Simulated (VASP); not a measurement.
Shape and ions are relaxed at each volume.

Energy against volume of MgF$_{2}$ (rutile). Calculation: SCAN meta-GGA, VASP's PBE PAW potentials (set 64) (plane waves; VASP 6.6.1).

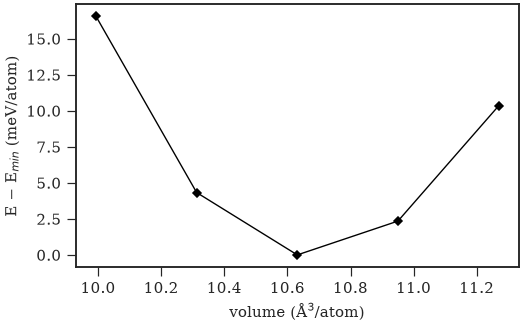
Figure. Energy against volume

Q: Estimate the equilibrium volume and the bulk modulus.

A: The minimum lies near 10.7 Å³/atom, and the curvature gives B0 of about 110 GPa.

The compound is MgF2 in the rutile structure. It was relaxed first.
